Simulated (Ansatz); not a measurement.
# NiH3: one candidate of a structure search

The task: take a trial cell of NiH3 to zero force and stress.

Method: DFT PBE, scalar-relativistic, plane waves, PAW, in Ansatz 0.2.0.

**1. The starting structure**

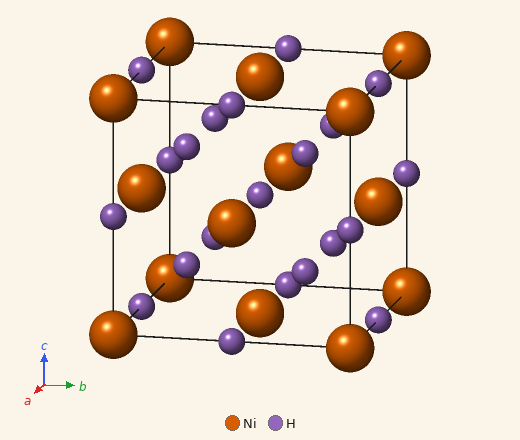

The starting structure, seen slightly off an axis (nickel orange, hydrogen purple). Atoms on the faces are drawn again on the opposite ones. The cell drawn here is the conventional one.

Structure file:

```cif
data_structure
_symmetry_space_group_name_H-M 'P 1'
_symmetry_Int_Tables_number 1
_cell_length_a 3.8510
_cell_length_b 3.8510
_cell_length_c 3.8510
_cell_angle_alpha 60.000
_cell_angle_beta 60.000
_cell_angle_gamma 60.000
_cell_volume 40.38
loop_
_atom_site_label
_atom_site_type_symbol
_atom_site_fract_x
_atom_site_fract_y
_atom_site_fract_z
_atom_site_occupancy
Ni1 Ni 0.00000 0.00000 0.00000 1
H1 H 0.25000 0.25000 0.25000 1
H2 H 0.75000 0.75000 0.75000 1
H3 H 0.50000 0.50000 0.50000 1
```

Recipe of the guess: species swapped into a database cell of Li3Ag (Fm-3m, No. 225), with H on the Li sites and Ni on the Ag sites. Lengths come from tabulated atomic sizes and are only a guess.

**2. The guess as it stands, on a coarse mesh**

input.yaml

```yaml
crystal:
  lattice:
    - [0.0, 2.7230872, 2.7230872]
    - [2.7230872, 0.0, 2.7230872]
    - [2.7230872, 2.7230872, 0.0]
  atoms:
    - { symbol: Ni, position: [0.0, 0.0, 0.0], spin: 2.0 }
    - { symbol: H, position: [0.25, 0.25, 0.25] }
    - { symbol: H, position: [0.75, 0.75, 0.75] }
    - { symbol: H, position: [0.5, 0.5, 0.5] }
basis:
  ecutwfc: 420
kpoints:
  mp_grid: { grid: [6, 6, 6] }
hamiltonian:
  xc: pbe
scf:
  occupations: { method: gaussian, width: 0.1 }
  lower_state_search: "off"
output:
  forces: true
  stress: true
  eigenvalues: true
  populations: true
magnetization:
  spin_polarized: true
```

The run is started by

```console
ansatz run input.yaml --threads 1 --pin off --max-ram 2048MiB --backend cpu --events-out ev --progress --plain --runs-dir out
```

The program printed, cut to the lines that bear on the results:

```text
[...]
SCF converged after 19 iterations
Magnetization: 0.0001 μB (10.5000 up, 10.5000 down)
Absolute magnetization: 0.0001 μB (∫|ρ↑−ρ↓|, with the PAW one-centre terms)
Spin contamination: 0.0000 ħ² per cell (⟨S²⟩ above its minimum at these occupations)
Per-site moments (μB) at R_I (Å): [(3.7316489246057194e-5, 0.9727833604170976), (-1.710795133220797e-6, 0.9727833604170976), (-1.7107951332052554e-6, 0.9727833604170976), (1.7001703557262985e-5, 0.9727833604170976)]
Free energy (F): -5881.809683 eV
[...]
E sigma→0 (E₀):  -5881.804578 eV
Entropy (-TS):   -0.010209 eV (-2.552 meV/atom)
Fermi energy:    3.392246 eV
[...]
--- Forces (eV/Å), atoms counted from 1 ---
  atom   1  Ni    -0.00000000    -0.00000000    -0.00000000
  atom   2  H     -0.00000000     0.00000000     0.00000000
  atom   3  H     -0.00000000     0.00000000    -0.00000000
  atom   4  H      0.00000000    -0.00000000     0.00000000
[...]
--- Stress (GPa, compression-positive) ---
      -25.115144      -0.000000      -0.000000
       -0.000000     -25.115144      -0.000000
       -0.000000      -0.000000     -25.115144
  P = ⅓ Tr σ = -25.1151 GPa (-251.151 kbar)
--- Band table (eV; the first three rows and the last of 32) ---
  k-point 0 ↑: bands = ["-99.1603", "-59.5866", "-59.5866", "-59.5866", "-4.3486", "2.2189", "2.2189", "2.2189", "2.4445", "2.4445", "4.1596", "5.4916", "12.8231", "12.8231", "12.8231", "13.2444"]
[...]
--- Löwdin populations: 4 sites ---
  site symbol       q [e]    m [muB]
     0     Ni     17.3793     0.0000
     1      H      1.2097    -0.0000
     2      H      1.2097    -0.0000
     3      H      1.0881     0.0000
  spilling = 0.005395 (of n_electrons = 21.000000)
```

It took 2.8 s on 1 thread of Arm Neoverse V2, shared host; peak memory 0.28 GiB.

Per atom:

| atom | Löwdin electrons |
| --- | --- |
| Ni1 | 17.38 |
| H2 | 1.21 |
| H3 | 1.21 |
| H4 | 1.09 |

The probe gives pressure -25.1 GPa, largest force 0.00 eV/Å, gap on this mesh none (metal). A cheap, loose relaxation comes first.

**3. A loose first relaxation**

Changes to input.yaml since step 2:

```diff
@@ -26 +26,6 @@
   spin_polarized: true
+relax:
+  adjacent_minimum: "off"
+  f_tol: 0.04
+  max_steps: 70
+  cell: { stress_tol: 0.4 }
```

The run is started by

```console
ansatz run input.yaml --threads 1 --pin off --max-ram 2048MiB --backend cpu --events-out ev --progress --plain --runs-dir out
```

The program printed:

```text
Warning: RAYON_NUM_THREADS=1 ignored (pool sized by the plan → 1); use --threads N
Engine: ansatz 0.2.0, aarch64-unknown-linux-gnu
Pseudopotentials: kind: paw
Pseudopotential: Ni, paw, valence charge 18, recommended cutoff 420 eV (normal), Ni.paw.azcp
Pseudopotential: H, paw, valence charge 1, recommended cutoff 420 eV (normal), H.paw.azcp
Functional definition: PBE
  parameter kappa = 0.804
  parameter beta = 0.06672455060314922
  exchange = pbe_x(kappa = kappa, mu = beta*pi^2/3)
  correlation = pbe_c(beta = beta)
Crystal: 4 atoms, lattice volume = 40.384 Å³
Basis set: ecut = 420 eV, 749 PW (Γ), exchange–correlation on 54×54×54 points (8 copies of the dense FFT grid, shifted against one another)
Bands: 16, of which v1, the nominal top of the filled ones, is band 11 counted from 1 (10 counted from 0)
Symmetry: 48 space group operations
Space group: Fm-3m (ITA 225), of the structure as read, at distance tolerance 3.4e-5 Å
Magnetic group: BNS 225.116 (UNI 1618), of the structure as read, at distance tolerance 3.4e-5 Å
k-points: 16 of 216
Non-local potential: Ni, projectors of the file, l = 0: 3, l = 1: 2, l = 2: 3, l = 3: 1
Non-local potential: H, projectors of the file, l = 0: 2, l = 1: 1
PAW form: soft (Blöchl's): semilocal exchange-correlation on the pseudo side does not see the compensation charge
PAW one-centre angular grid: Ni, 590 points (default); XC on 64 Gauss nodes
PAW one-centre angular grid: H, 110 points (default); XC on 64 Gauss nodes
Starting moments: Σ|m| = 2 μB on 1 of 4 sites
Initial wavefunctions: pseudopotential atomic-orbital guess
Functional: x = pbe(κ = 0.804, μ = 0.2195149727645171), c = pbe(β = 0.06672455060314922)
SCF iter   1: F=—  HF=-5882.320172 eV  |F-HF|=—  |Δ(HF+E_count)|=         —  Δρ=1.97e-1 (↑3.03e-2 ↓1.97e-1)  dr2=9.71e0  dr2_m=4.32e0  M=0.421 μB ∫|m|=0.532 μB  β_m=0.30  ethr=3.10e-3  ⟨swp⟩=3.6  Hψ=2178  notcnv=0
preconditioner: auto → none  [insulator: Δε(μ)=0.142 eV  Ē_g=8.364 eV  σ=0.100 eV  W_gap=0.60  n_scr=14 (ndim 8)  ℏωp=21.1 eV  f_vac=0.000  D(μ)=0.89/eV (n_scr^D=0)  ε∞_Penn≈7.3]
SCF iter   2: F=—  HF=-5886.193434 eV  |F-HF|=—  |Δ(HF+E_count)|=    3.87e0  Δρ=2.77e-1 (↑1.21e-1 ↓2.77e-1)  dr2=5.36e1  dr2_m=2.60e0  M=3.327 μB ∫|m|=3.330 μB  β_m=0.30  ethr=3.10e-3  ⟨swp⟩=3.3  Hψ=1417  notcnv=0  defer=30
preconditioner: auto → Kerker (q_TF=auto, 2.447 Å⁻¹)  [metal: Δε(μ)=0.020 eV  Ē_g=6.842 eV  σ=0.100 eV  W_gap=0.11  n_scr=14 (ndim 8)  ℏωp=21.1 eV  f_vac=0.000  D(μ)=5.79/eV (n_scr^D=88)]
spin=Collinear: Kerker preconditioning applied to the charge; magnetization (m = ρ↑ − ρ↓) channel mixes plain (no charge-response kernel on spin).
SCF iter   3: F=—  HF=-5881.339050 eV  |F-HF|=—  |Δ(HF+E_count)|=    4.85e0  Δρ=8.03e-2 (↑6.69e-2 ↓8.03e-2)  dr2=1.45e-1  dr2_m=1.97e0  M=1.320 μB ∫|m|=1.323 μB  β_m=0.30  ethr=3.10e-3  ⟨swp⟩=3.0  Hψ=1357  notcnv=0  defer=10
Mixer restart at iter 3: flushing history
spin-set hold released at iteration 3 (the charge has settled, or the pull on large starting moments outlasts its swing): the magnetisation degrees of freedom join the quasi-Newton model from the next iteration; the mixer history was flushed
SCF iter   4: F=—  HF=-5881.475275 eV  |F-HF|=—  |Δ(HF+E_count)|=   1.36e-1  Δρ=8.03e-2 (↑5.43e-2 ↓8.03e-2)  dr2=2.12e-1  dr2_m=1.66e0  M=1.093 μB ∫|m|=1.107 μB  β_m=0.65  ethr=6.88e-4  ⟨swp⟩=1.8  Hψ=826  notcnv=0  defer=12
SCF iter   5: F=—  HF=-5882.088897 eV  |F-HF|=—  |Δ(HF+E_count)|=   6.14e-1  Δρ=6.10e-2 (↑5.66e-2 ↓6.10e-2)  dr2=4.17e0  dr2_m=5.83e-3  M=1.162 μB ∫|m|=1.196 μB  β_m=0.54  ethr=6.88e-4  ⟨swp⟩=2.9  Hψ=1204  notcnv=0  defer=21
SCF iter   6: F=—  HF=-5881.786217 eV  |F-HF|=—  |Δ(HF+E_count)|=   3.03e-1  Δρ=1.57e-2 (↑1.57e-2 ↓7.25e-3)  dr2=4.39e-2  dr2_m=3.29e-2  M=0.302 μB ∫|m|=0.380 μB  β_m=0.77  ethr=6.88e-4  ⟨swp⟩=2.4  Hψ=1232  notcnv=0  defer=20
SCF iter   7: F=—  HF=-5881.823932 eV  |F-HF|=—  |Δ(HF+E_count)|=   3.77e-2  Δρ=1.38e-2 (↑1.38e-2 ↓1.28e-2)  dr2=2.01e-1  dr2_m=7.46e-4  M=0.111 μB ∫|m|=0.153 μB  β_m=0.88  ethr=2.09e-4  ⟨swp⟩=1.9  Hψ=791  notcnv=0  defer=19
SCF iter   8: F=—  HF=-5881.802083 eV  |F-HF|=—  |Δ(HF+E_count)|=   2.18e-2  Δρ=8.09e-3 (↑4.43e-3 ↓8.09e-3)  dr2=9.55e-3  dr2_m=1.31e-2  M=-0.199 μB ∫|m|=0.231 μB  β_m=0.93  ethr=2.09e-4  ⟨swp⟩=2.2  Hψ=872  notcnv=0  defer=19
SCF iter   9: F=—  HF=-5881.808389 eV  |F-HF|=—  |Δ(HF+E_count)|=   6.31e-3  Δρ=2.86e-3 (↑2.65e-3 ↓2.86e-3)  dr2=1.34e-4  dr2_m=2.77e-3  M=-0.081 μB ∫|m|=0.102 μB  β_m=0.92  ethr=4.55e-5  ⟨swp⟩=2.4  Hψ=818  notcnv=0  defer=17
SCF iter  10: F=—  HF=-5881.809992 eV  |F-HF|=—  |Δ(HF+E_count)|=   1.60e-3  Δρ=2.46e-3 (↑2.46e-3 ↓1.20e-3)  dr2=4.93e-3  dr2_m=1.74e-4  M=-0.021 μB ∫|m|=0.033 μB  β_m=0.92  ethr=6.37e-7  ⟨swp⟩=2.1  Hψ=824  notcnv=0  defer=17
SCF iter  11: F=—  HF=-5881.809729 eV  |F-HF|=—  |Δ(HF+E_count)|=   2.63e-4  Δρ=9.23e-4 (↑5.84e-4 ↓9.23e-4)  dr2=8.26e-4  dr2_m=2.96e-5  M=0.011 μB ∫|m|=0.012 μB  β_m=0.96  ethr=6.37e-7  ⟨swp⟩=1.5  Hψ=659  notcnv=0  defer=18
SCF iter  12: F=—  HF=-5881.809669 eV  |F-HF|=—  |Δ(HF+E_count)|=   5.97e-5  Δρ=2.99e-4 (↑2.75e-4 ↓2.99e-4)  dr2=7.85e-6  dr2_m=2.85e-5  M=0.006 μB ∫|m|=0.008 μB  β_m=0.84  ethr=6.37e-7  ⟨swp⟩=2.2  Hψ=659  notcnv=0  defer=18
SCF iter  13: F=—  HF=-5881.809679 eV  |F-HF|=—  |Δ(HF+E_count)|=   1.00e-5  Δρ=7.48e-5 (↑7.23e-5 ↓7.48e-5)  dr2=1.03e-7  dr2_m=1.98e-6  M=0.014 μB ∫|m|=0.016 μB  β_m=0.92  ethr=3.74e-8  ⟨swp⟩=2.0  Hψ=757  notcnv=0  defer=18
SCF iter  14: F=—  HF=-5881.809680 eV  |F-HF|=—  |Δ(HF+E_count)|=   1.39e-6  Δρ=3.72e-5 (↑2.15e-5 ↓3.72e-5)  dr2=2.48e-7  dr2_m=2.85e-7  M=0.011 μB ∫|m|=0.013 μB  β_m=0.96  ethr=4.76e-10  ⟨swp⟩=7.5  Hψ=2419  notcnv=0
iter 15 did not close the SCF: its close was put off for a magnetic moment that had not settled (scf_convergence_deferred on its scf_iter line)
SCF iter  15: F=-5881.809682 eV  HF=-5881.809682 eV  |F-HF|=1.57e-8  |Δ(HF+E_count)|=   1.59e-6  Δρ=1.82e-5 (↑1.82e-5 ↓1.34e-5)  dr2=8.76e-8  dr2_m=7.69e-8  M=0.007 μB ∫|m|=0.008 μB  β_m=0.98  ethr=4.76e-10  ⟨swp⟩=3.1  Hψ=2107  notcnv=0
iter 16 did not close the SCF: its close was put off for a magnetic moment that had not settled (scf_convergence_deferred on its scf_iter line)
SCF iter  16: F=-5881.809683 eV  HF=-5881.809683 eV  |F-HF|=7.28e-9  |Δ(HF+E_count)|=   8.28e-7  Δρ=9.75e-6 (↑9.75e-6 ↓6.43e-6)  dr2=2.82e-8  dr2_m=1.82e-8  M=0.003 μB ∫|m|=0.003 μB  β_m=0.99  ethr=4.17e-10  ⟨swp⟩=2.8  Hψ=2081  notcnv=0
iter 17 did not close the SCF: its close was put off for a magnetic moment that had not settled (scf_convergence_deferred on its scf_iter line)
SCF iter  17: F=-5881.809683 eV  HF=-5881.809683 eV  |F-HF|=3.84e-9  |Δ(HF+E_count)|=   1.88e-7  Δρ=2.98e-6 (↑2.98e-6 ↓1.84e-6)  dr2=5.34e-9  dr2_m=9.13e-10  M=0.001 μB ∫|m|=0.001 μB  β_m=0.99  ethr=1.34e-10  ⟨swp⟩=2.7  Hψ=1936  notcnv=0
iter 18 did not close the SCF: its close was put off for a magnetic moment that had not settled (scf_convergence_deferred on its scf_iter line)
SCF iter  18: F=-5881.809683 eV  HF=-5881.809683 eV  |F-HF|=6.42e-10  |Δ(HF+E_count)|=   7.20e-9  Δρ=9.00e-7 (↑6.99e-7 ↓9.00e-7)  dr2=6.88e-10  dr2_m=2.68e-11  M=0.000 μB ∫|m|=0.000 μB  β_m=1.00  ethr=2.54e-11  ⟨swp⟩=1.7  Hψ=1494  notcnv=0
SCF iter  19: F=-5881.809683 eV  HF=-5881.809683 eV  |F-HF|=4.06e-10  |Δ(HF+E_count)|=  1.16e-10  Δρ=5.89e-7 (↑5.57e-7 ↓5.89e-7)  dr2=4.08e-10  dr2_m=4.44e-12  M=0.000 μB ∫|m|=0.000 μB  ethr=3.28e-12  ⟨swp⟩=1.0  Hψ=1312  notcnv=0
WARN: the starting moments were not kept: the SCF closed with an absolute magnetisation of 6.0e-5 μB, where they sum to 2 μB in size (1 site). That is at most 0.1 of that sum. Measured as dr2_m measures the in/out step, that magnetisation stands 4.1e-9 eV from none, at or under the dr2_threshold of 1.0e-7 eV: it is no larger than a step whose dr2_m would equal this threshold. The system may hold no moment; this SCF shows only that its start led to no more than that. To try another start: raise the starting moments (crystal.atoms[].spin, magnetization.per_species, magnetization.initial_magnetization, or on a non-collinear deck that types none of these the spinor_matrix: blocks that start its atoms; where the total moment is fixed, keep their sum and leave initial_magnetization as it is; typed ones take the place of any that the run laid by itself, positive ones on a crystal's lanthanoids without a Hubbard term where scf.initial_density.shell_occupations: [] is typed) or, if the notice of its spin-set hold's release reads "site moments contracting" or "site moments show no strong build", lengthen the hold (scf.mixing.spin_hold: { on: { confirm: 4 } }; for m-r²SCAN on two components see the key's manual first). Each may lead to a state that holds a moment. A second SCF, from the converged charge density, with the starting moments and any scf.initial_density.shell_occupations laid on it anew, would have followed, and was not run: the deck does not ask for one (magnetization.retry_lost_moments is false, the default). To let it run, set magnetization.retry_lost_moments: true and run the deck again, where that key's refused combinations let it; where memory then withholds it, that run's warning says so.
SCF 1 converged in 19 iterations: F = -5881.809683 eV  dr2 = 4.08e-10
relax step   1: F+E_penalty+E_count = -5881.80968302 eV  Δ(F+E_penalty+E_count) = +0.000e0 eV  max|allowed force component| = 1.265e-19 eV/Å  Δτ_max = 0.0000 Å  P = -25.115 GPa  Ω = 40.384 Å³  (19 SCF iters, dr2 threshold 1.00e-7 eV, accepted)
[... 27 lines left out ...]
relax step   2: F+E_penalty+E_count = -5882.73351856 eV  Δ(F+E_penalty+E_count) = -9.238e-1 eV  max|allowed force component| = 7.770e-19 eV/Å  Δτ_max = 0.0000 Å  P = -27.076 GPa  Ω = 34.762 Å³  energy of the carried Pulay correction = +4.681e-3 eV  (13 SCF iters, dr2 threshold 4.00e-7 eV, accepted)
[... 23 lines left out ...]
relax step   3: F+E_penalty+E_count = -5883.60180467 eV  Δ(F+E_penalty+E_count) = -8.683e-1 eV  max|allowed force component| = 7.951e-19 eV/Å  Δτ_max = 0.0000 Å  P = -26.932 GPa  Ω = 29.686 Å³  energy of the carried Pulay correction = +9.554e-3 eV  (12 SCF iters, dr2 threshold 4.00e-7 eV, accepted)
[... 20 lines left out ...]
relax step   4: F+E_penalty+E_count = -5884.32215086 eV  Δ(F+E_penalty+E_count) = -7.203e-1 eV  max|allowed force component| = 1.771e-18 eV/Å  Δτ_max = 0.0000 Å  P = -22.233 GPa  Ω = 25.131 Å³  energy of the carried Pulay correction = +1.457e-2 eV  (11 SCF iters, dr2 threshold 4.00e-7 eV, accepted)
[... 20 lines left out ...]
relax step   5: F+E_penalty+E_count = -5884.74747973 eV  Δ(F+E_penalty+E_count) = -4.253e-1 eV  max|allowed force component| = 1.952e-18 eV/Å  Δτ_max = 0.0000 Å  P = -7.486 GPa  Ω = 20.969 Å³  energy of the carried Pulay correction = +1.979e-2 eV  (11 SCF iters, dr2 threshold 4.00e-7 eV, accepted)
[... 19 lines left out ...]
relax step   6: F+E_penalty+E_count = -5884.77635343 eV  Δ(F+E_penalty+E_count) = -2.887e-2 eV  max|allowed force component| = 1.156e-18 eV/Å  Δτ_max = 0.0000 Å  P = +0.097 GPa  Ω = 19.839 Å³  energy of the carried Pulay correction = +2.132e-2 eV  (10 SCF iters, dr2 threshold 4.00e-7 eV, accepted)
[... 12 lines left out ...]
relax step   7: F+E_penalty+E_count = -5884.76683861 eV  Δ(F+E_penalty+E_count) = +9.515e-3 eV  max|allowed force component| = 1.301e-18 eV/Å  Δτ_max = 0.0000 Å  P = -0.038 GPa  Ω = 19.839 Å³  stress off target by 3.83e-2 GPa  SCF on the basis re-selected at this cell (its energy is not comparable with the rows above)  (6 SCF iters)
basis re-selected at this cell: Δ(F+E_penalty+E_count) = +9.515e-3 eV, ΔP = -0.136 GPa vs the last step (what re-selecting the basis moved, of the pressure what is left beyond the Pulay correction that the steps carried, after the strain that the cell walked since its last selection, with what the two solves' SCF thresholds leave and, on support functions, any second-order correction that the steps lacked; it is no measure of the basis error at this ecutwfc). The dense FFT grid was sized anew with the basis: this SCF ran on 24×24×24 points, the steps before it on 27×27×27, so part of this shift can come from that change (see relax.cell in the input reference). This SCF's stress stands 3.83e-2 GPa from its target on what of the cell is left free (relax.cell.stress_tol is 4.00e-1 GPa) and its largest allowed force component is 1.30e-18 eV/Å (relax.f_tol is 4.00e-2 eV/Å): within both
SCF converged after 6 iterations
Magnetization: 0.0000 μB (10.5000 up, 10.5000 down)
Absolute magnetization: 0.0000 μB (∫|ρ↑−ρ↓|, with the PAW one-centre terms)
Spin contamination: 0.0000 ħ² per cell (⟨S²⟩ above its minimum at these occupations)
Per-site moments (μB) at R_I (Å): [(1.2602967698980244e-6, 0.7675715200882015), (-2.4065231935596123e-8, 0.7675715200882016), (-2.406523181286603e-8, 0.7675715200882013), (4.923692882237235e-7, 0.7675715200882013)]
Free energy (F): -5884.766839 eV
Harris-Foulkes:  -5884.766839 eV  (|F-HF|=6.04e-10)
Internal energy: -5884.760844 eV  (E = F + TS)
E sigma→0 (E₀):  -5884.763841 eV
Entropy (-TS):   -0.005995 eV (-1.499 meV/atom)
Fermi energy:    12.941981 eV
--- Per-component energies (eV) ---
  E_band       = -381.219758
  E_kinetic    = 322.163666
  E_local      = -4177.447042  (includes V_loc(G=0)·N_el)
  E_nonlocal   = 648.443731
  E_hartree    = 1754.075129
  E_xc         = -110.510806
  E_vxc        = -142.788895  (∫ρ·V_xc dr)
  E_paw        = -1638.094701  (= ΣΔE_a)
  E_vpaw       = -539.738428  (= ΣTr[D̂ρ^β])
  E_aug_tail   = -0.002861  (compensation charges beyond the density's cutoff)
  E_ewald      = -2683.387961
  E_smearing   = -0.005995  (= −TS)
  E_closure    = 0.000000  (closes the sum)
  Σ components = -5884.766839   (vs F -5884.766839, Δ=0.00e0)
--- Forces (eV/Å), atoms counted from 1 ---
  atom   1  Ni    -0.00000000     0.00000000    -0.00000000
  atom   2  H     -0.00000000     0.00000000    -0.00000000
  atom   3  H      0.00000000    -0.00000000     0.00000000
  atom   4  H      0.00000000    -0.00000000    -0.00000000
  max |Σ_I F_I| component: 5.78e-19 eV/Å
--- Stress (GPa, compression-positive) ---
       -0.038344       0.000000       0.000000
        0.000000      -0.038344       0.000000
        0.000000       0.000000      -0.038344
  P = ⅓ Tr σ = -0.0383 GPa (-0.383 kbar)
--- Band table (eV; the first three rows and the last of 32) ---
  k-point 0 ↑: bands = ["-91.1125", "-51.5351", "-51.5351", "-51.5351", "-1.5121", "9.6963", "9.6963", "9.6963", "10.4443", "10.4443", "13.9013", "17.1835", "26.0717", "26.0717", "26.0717", "28.2032"]
  k-point 1 ↑: bands = ["-91.1120", "-51.5411", "-51.5360", "-51.5360", "-0.8521", "8.7182", "9.8005", "9.8005", "10.4016", "10.4016", "14.4073", "15.7890", "23.1087", "24.9701", "24.9701", "29.7077"]
  k-point 2 ↑: bands = ["-91.1110", "-51.5533", "-51.5378", "-51.5378", "1.0320", "6.6606", "9.7738", "9.7738", "10.5917", "10.5917", "13.0721", "14.4958", "22.3634", "24.1160", "24.1160", "27.2055"]
  k-point 15 ↓: bands = ["-91.1099", "-51.5549", "-51.5478", "-51.5444", "5.5459", "5.7384", "6.0736", "10.3934", "10.8566", "11.3947", "12.7628", "13.1671", "14.6002", "21.8803", "23.3054", "28.4186"]
--- Relaxed structure (6 steps of the walk, 6 accepted, 1 SCFs on fresh bases) ---
  F+E_penalty+E_count = -5884.76683861 eV   max|allowed force component| = 1.301e-18 eV/Å   (the final SCF, on the basis selected at the relaxed cell)
  cell:  # Å, volume = 19.8391 Å³
    - [5.7959912747393895e-34, 2.148643024219217, 2.1486430242192167]
    - [2.1486430242192167, -5.7323494102141e-35, 2.1486430242192167]
    - [2.1486430242192167, 2.148643024219217, -4.0762976263164716e-34]
  atoms:
    - { symbol: Ni, position: [-1.6972427904840036e-34, 3.720225513697389e-34, 2.3804653110918446e-34] }
    - { symbol: H, position: [0.25, 0.24999999999999994, 0.25] }
    - { symbol: H, position: [0.7499999999999999, 0.7499999999999999, 0.7499999999999999] }
    - { symbol: H, position: [0.5, 0.4999999999999999, 0.5] }
--- Löwdin populations: 4 sites ---
  site symbol       q [e]    m [muB]
     0     Ni     17.4181     0.0000
     1      H      1.1890    -0.0000
     2      H      1.1890    -0.0000
     3      H      1.0672     0.0000
  spilling = 0.006512 (of n_electrons = 21.000000)
```

Run time: 13 s. Hardware: 1 thread of Arm Neoverse V2, shared host; peak memory 0.29 GiB.

The steps of the relaxation:

| step | energy from step 1 (eV/cell) | largest force component (eV/Å) | pressure (GPa) | volume (Å³) |
| --- | --- | --- | --- | --- |
| 1 | 0.0000 | 0.0000 | -25.12 | 40.38 |
| 2 | -0.9238 | 0.0000 | -27.08 | 34.76 |
| 3 | -1.7921 | 0.0000 | -26.93 | 29.69 |
| 4 | -2.5125 | 0.0000 | -22.23 | 25.13 |
| 5 | -2.9378 | 0.0000 | -7.49 | 20.97 |
| 6 | -2.9667 | 0.0000 | 0.10 | 19.84 |
| 7 | -2.9572 | 0.0000 | -0.04 | 19.84 |

Step 1 is the start. Step 7 repeats the geometry before it on a plane-wave basis chosen anew for that cell, so its energy need not be comparable with the rows above.

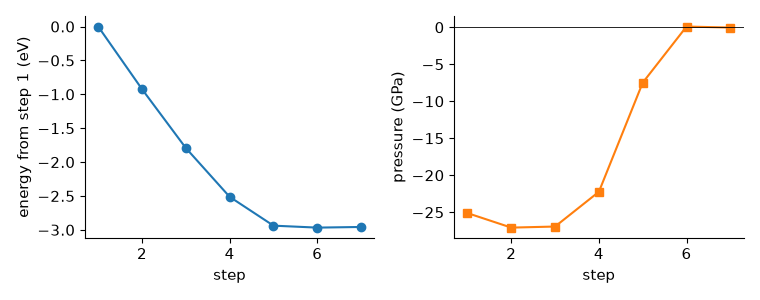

Energy and pressure along the relaxation.

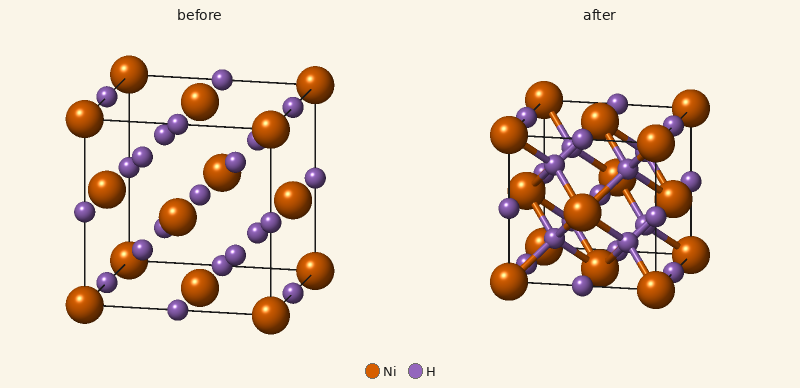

The structure before (left) and after (right) the relaxation, drawn at the same scale.

Lengths and angles in the start's conventional setting:

|  | before | after | change |
| --- | --- | --- | --- |
| a (Å) | 5.446 | 4.297 | -21.1 % |
| b (Å) | 5.446 | 4.297 | -21.1 % |
| c (Å) | 5.446 | 4.297 | -21.1 % |
| volume (Å³/atom) | 10.10 | 4.96 | -50.9 % |
| shortest distance (Å) | 2.358 | 1.861 | -21.1 % |
| space group (0.01 Å) | Fm-3m | Fm-3m | same |

The run keeps the 48 symmetry operations of the start, so it could not have lowered the symmetry.

By site:

| atom | Löwdin electrons |
| --- | --- |
| Ni1 | 17.42 |
| H2 | 1.19 |
| H3 | 1.19 |
| H4 | 1.07 |

[end of part 1 of 2]
